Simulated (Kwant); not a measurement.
System: Aharonov-Bohm ring in a CdTe two-dimensional gas. Effective mass 0.096 mₑ, grid spacing 25 nm, hard walls, nominal width 300 nm (11 grid rows, so walls 300 nm apart), one parabolic valley, scattering region 1600 nm long along x; energies count from the band bottom; Fermi energy 0.000274 eV. Ring of mean radius 370 nm, arms as wide as the leads. Perpendicular field swept from 0 to 0.029 T, none in the leads; orbital effect alone.

Constants are typed, rounded textbook-type inputs, not results; the design itself was drawn at random and stands for no fabricated device.

Kwant, effective-mass tight-binding model on a square grid, one spin, coherent transport at 0 K. Conductance is in e²/h.

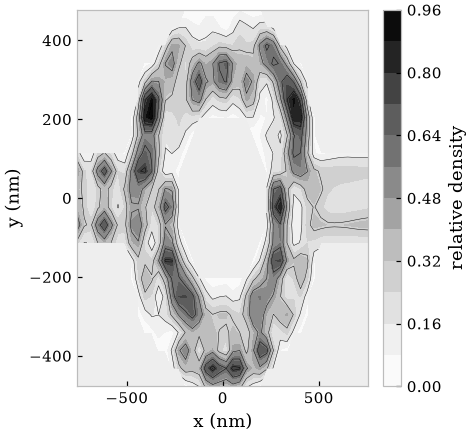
Density of the scattering states that come in from the left lead, at field = 0.021831 T, in bins, relative to the largest site value

The conductance there is 1.70 e²/h with 2 open channel(s) in the leads.
